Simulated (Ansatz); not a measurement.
System (SMILES): [SiH]=O (O-SiH), doublet.
Atoms: Si1, O2, H3. Bonds: Si1-O2, Si1-H3.

Basis-set convergence of the optimised Si1-H3 bond length at B3LYP with Ansatz (a quantum-chemistry and plane-wave program). Cartesian d functions, on some or all atoms, in 6-311G**; all else is spherical. The program fits the integrals of some runs and decomposes those of others, by size. Core-valence sets carry the plain set on hydrogen. Open shells are unrestricted. No added dispersion term, no relativity. Reference: the value in aug-pcseg-3, 1.5262 Å, itself unsure by roughly 0.0005 Å (its mean distance from aug-cc-pV(Q+d)Z, def2-QZVPPD, pcseg-3). Deviations are taken from unrounded values.

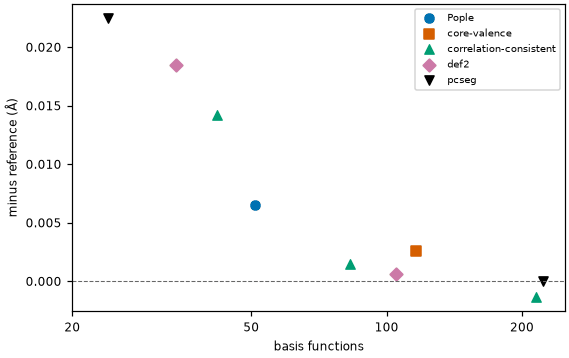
Deviation from the reference against the number of basis functions, by family of sets.

```tsv
basis	functions	optimised Si1-H3 bond length (Å)	minus reference (Å)
pcseg-0	24	1.5487	0.0225
def2-SV(P)	34	1.5447	0.0185
cc-pV(D+d)Z	42	1.5405	0.0142
6-311G**	51	1.5328	0.0065
cc-pV(T+d)Z	83	1.5277	0.0015
def2-TZVPPD	105	1.5269	0.0007
cc-pCVTZ	116	1.5288	0.0026
aug-cc-pV(Q+d)Z	215	1.5248	-0.0014
aug-pcseg-3	223	1.5262	0.0000
```
